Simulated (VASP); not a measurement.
Band structure of MgI2 (1T layered). Computed with SCAN meta-GGA, VASP's PBE PAW potentials (set 64) (plane waves; VASP).

The path is coarsely sampled, so an indirect gap can come out somewhat too large. Unless said otherwise, spin-orbit coupling is left out, though it shifts the bands of the heavy elements here.

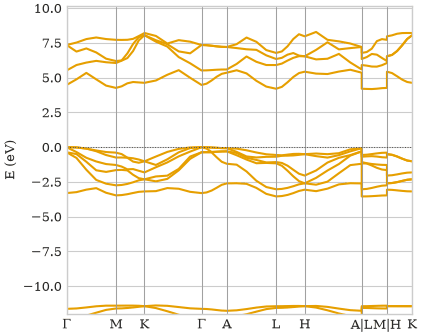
Fig. 1. Bands along high-symmetry lines, zero at the valence-band maximum or, without a gap, the Fermi level

Task: Read the plot: is there a gap, and where are the band edges?

Result: The gap is indirect, 4.18 eV, from the valence maximum at Γ to the conduction minimum at L-M at 0.40.

The compound is MgI2 in the 1T layered structure. It was relaxed first.
